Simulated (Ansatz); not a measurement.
```json
{"atom": "Cl", "x (Å)": "0.1995", "y (Å)": "2.2457", "z (Å)": "-0.6257"}
{"atom": "Cl", "x (Å)": "2.1273", "y (Å)": "-1.0081", "z (Å)": "-0.2499"}
{"atom": "Cl", "x (Å)": "-1.4535", "y (Å)": "-1.0562", "z (Å)": "-1.5254"}
{"atom": "Hf", "x (Å)": "0.0358", "y (Å)": "-0.0080", "z (Å)": "-0.0809"}
{"atom": "I", "x (Å)": "-0.8592", "y (Å)": "-0.2470", "z (Å)": "2.4406"}
```

Geometry: PBE0-D4/def2-SVP; core potentials replace the inner electrons of Hf and I.

The calculation used isolated molecule in a Gaussian basis; Kohn-Sham density functional theory, functional PBE0 (Ansatz).

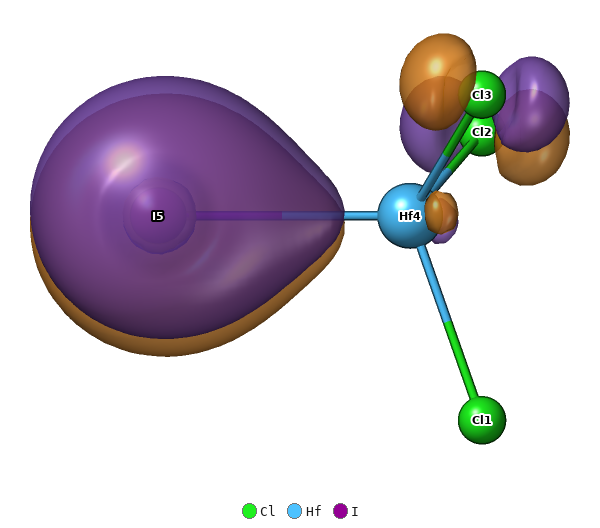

Cl3HfI (SMILES [Cl][Hf]([Cl])([Cl])[I]). The HOMO at ±0.1 Å⁻³ᐟ² (orange and purple are the two phases), seen from one side.

### Where does this orbital lie, and at what energy?

Its weight (Hirshfeld) is mainly on I5 (about 85 %); largely a lone pair of I5. It is one of a degenerate set, so its orientation is arbitrary. Its energy is −8.42 eV.
